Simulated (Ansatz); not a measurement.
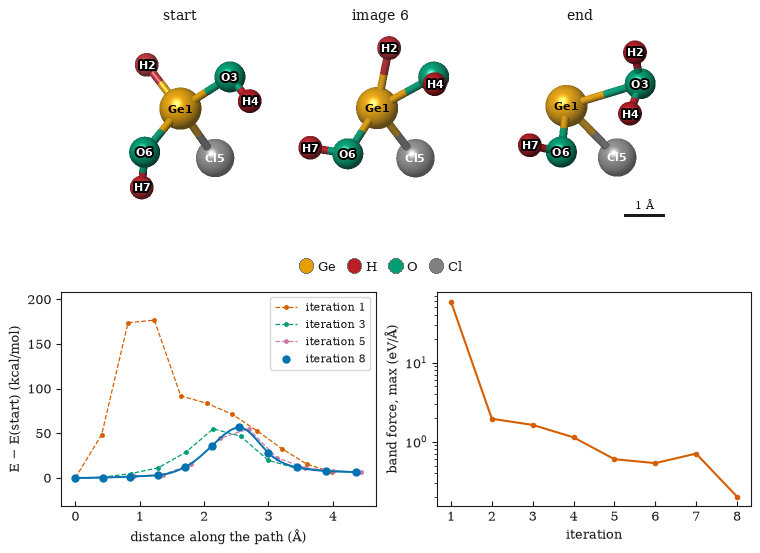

A nudged-elastic-band calculation for GeH$_{3}$O$_{2}$Cl. Images are numbered from 0 (start) to 10 (end). The plot follows the band through its iterations. The picture is a ball-and-stick view, seen from a free direction.

Theory: Ansatz 0.2.0, RKS B3LYP/def2-SVP. Settings: 9 movable images; climbing image; force threshold 0.5 eV/Å; iteration limit 60; starting path through a guess of the saddle point.

### Did the band converge, and can the barrier be trusted?

The run met only a loose threshold, so the barrier can't be trusted yet. The band converged in 8 iterations. The largest component of the band force went from 59 to 0.2 eV/Å. The climbing image converged on the top of the path. Its curvatures weren't checked. The force threshold is so loose that the height of the top is at best an upper bound. The first iteration put the highest image at 176.7 kcal/mol. Forward barrier 56.5 kcal/mol, backward barrier 49.8 kcal/mol, with image 6 at the top; the reaction energy is +6.7 kcal/mol.
